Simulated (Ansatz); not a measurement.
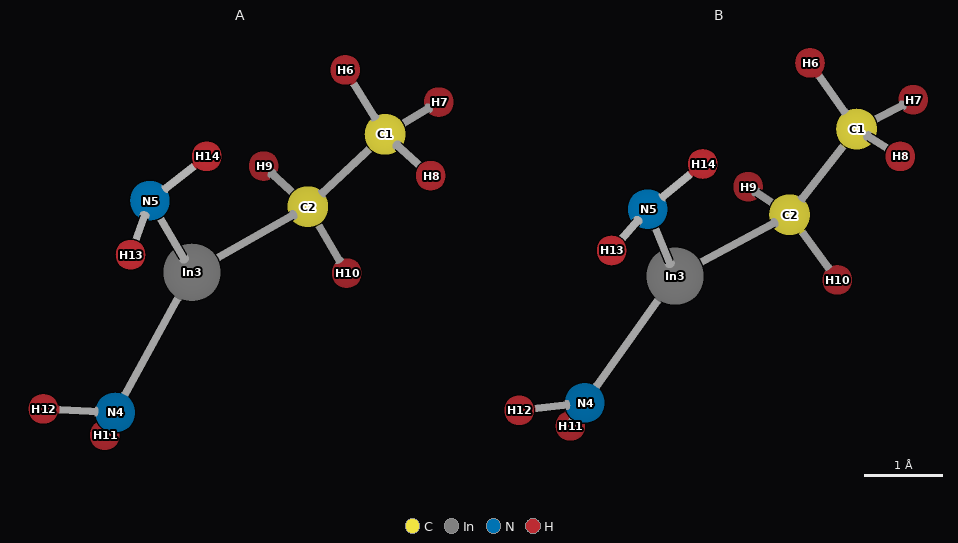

Two geometries of C₂H₉InN₂, drawn at one scale. One is the start of a relaxation, the other its converged end. The picture is a ball-and-stick view, seen from a free direction.

Method: Ansatz 0.2.0, RKS PBE0-D4/def2-TZVP. Settings: force threshold 0.005 eV/Å; at most 150 steps.

Which one is relaxed?

Structure B is the relaxed one. The start comes from GFN2-xTB. H8 moves most after the best rigid fit: 0.30 Å. Largest moves by element: H 0.30 Å, N 0.27 Å, C 0.14 Å, In 0.08 Å. Near-neighbour distances that change, for instance: C2–In3 2.261 → 2.153 Å, In3–N4 2.070 → 2.027 Å, N4–H11 1.015 → 1.009 Å, N5–H14 1.015 → 1.008 Å. Among the angles between lasting bonds that change: In3–N5–H13 110.2° → 119.4°, In3–N4–H12 110.5° → 118.2°, In3–N5–H14 114.3° → 119.5°. After 17 accepted moves (18 points after the start) the energy has fallen by 0.114 eV. The largest force component goes from 0.76 to 0.0022 eV/Å. The line search rejected the trial step at point 17 of the run. The forces were under the threshold at step 16, but the run went on from there. Cost: 89 s on 4 threads of Arm Neoverse V1 (shared host).
